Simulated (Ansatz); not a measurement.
System: W$_{3}$N$_{2}$.

Input file:

```
crystal:
  lattice:
    - [3.0333373559, 0.0, 0.0]
    - [-1.5166686779, 2.6269472084, 0.0]
    - [0.0, 0.0, 9.8515586174]
  atoms:
    - { symbol: W, position: [0.0, 0.0, 0.0] }
    - { symbol: W, position: [0.3333333333, 0.6666666667, 0.7740782627] }
    - { symbol: W, position: [0.6666666667, 0.3333333333, 0.2259217373] }
    - { symbol: "N", position: [0.3333333333, 0.6666666667, 0.3189392705] }
    - { symbol: "N", position: [0.6666666667, 0.3333333333, 0.6810607295] }
basis:
  ecutwfc: 420
kpoints:
  mp_grid: { grid: [12, 12, 4] }
hamiltonian:
  xc: pbe
scf:
  occupations: { method: gaussian, width: 0.1 }
output:
  forces: true
  stress: true
  eigenvalues: true
  write_density: true
  write_potential: true
  elf: true
  volumetric_format: npy
relax:
  adjacent_minimum: "off"
  f_tol: 0.01
  max_steps: 80
  cell: { stress_tol: 0.05 }
```

Launched as:

```sh
ansatz run input.yaml --threads 1 --pin off --max-ram 2560MiB --backend cpu --events-out ev --progress --plain --runs-dir out
```

Below, planes, directions and counts refer to the conventional cell (a = 3.03 Å, b = 3.03 Å, c = 9.99 Å, α = 90.00°, β = 90.00°, γ = 120.00°).

The fields are those of the relaxed geometry.

Space group P-3m1; started from the A-type sesquioxide_164 prototype, which need not be the ambient phase.

All numbers below come from Ansatz 0.2.0, DFT PBE, scalar-relativistic, plane waves, PAW.

> What can the converged valence pseudo-density and electron localisation function tell about the bonding?

W–N (1.98 Å): ρ at the midpoint is about 1 e/Å³; the ELF peaks at about 0.80 in the valence shell of N, 0.6 Å from its nucleus, and drops to about 0.30 between the two atoms.
W–W (2.84 Å): the density is about 0.38 e/Å³ at the midpoint; the ELF is about 0.40 at the midpoint.

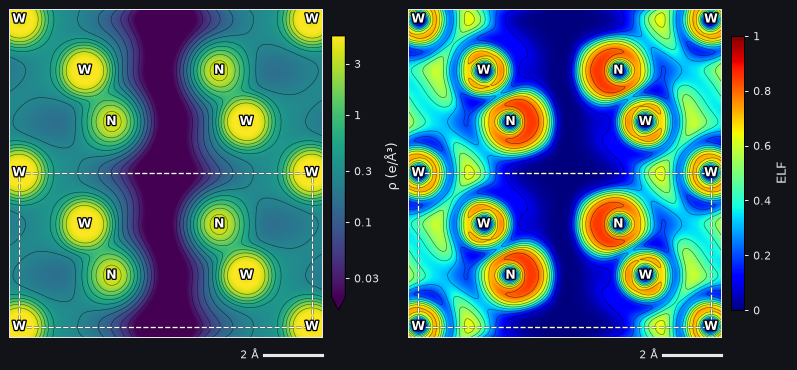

Computed valence pseudo-density and electron localisation function on the (110) plane of the conventional cell, in this order. 

Core electrons are frozen (PAW), and the valence fields are smoothed inside the atomic spheres.
